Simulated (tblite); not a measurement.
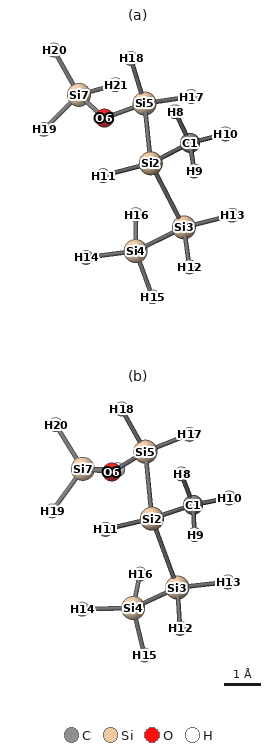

The structure of CH$_{14}$OSi$_{5}$ before (top) and after (bottom) a relaxation, at one scale.

Style: ball-and-stick. Shown from a free direction.

Method: GFN2-xTB geometry optimisation, gas phase in tblite. 

**What changed between the two?**

After 144 geometry steps the energy has fallen by 8.42 kcal/mol. H19 moves most after the best rigid fit: 0.91 Å. By element the largest moves are H 0.91 Å, Si 0.41 Å, O 0.32 Å, C 0.11 Å. Some distances before and after: Si2–Si3 2.275 → 2.344 Å, C1–Si2 1.854 → 1.910 Å, O6–Si7 1.662 → 1.615 Å, Si7–H20 1.493 → 1.462 Å. Among the angles between lasting bonds that change: Si5–O6–Si7 139.2° → 155.1°, Si2–Si5–H18 110.3° → 120.2°, Si2–Si5–O6 109.8° → 100.6°.
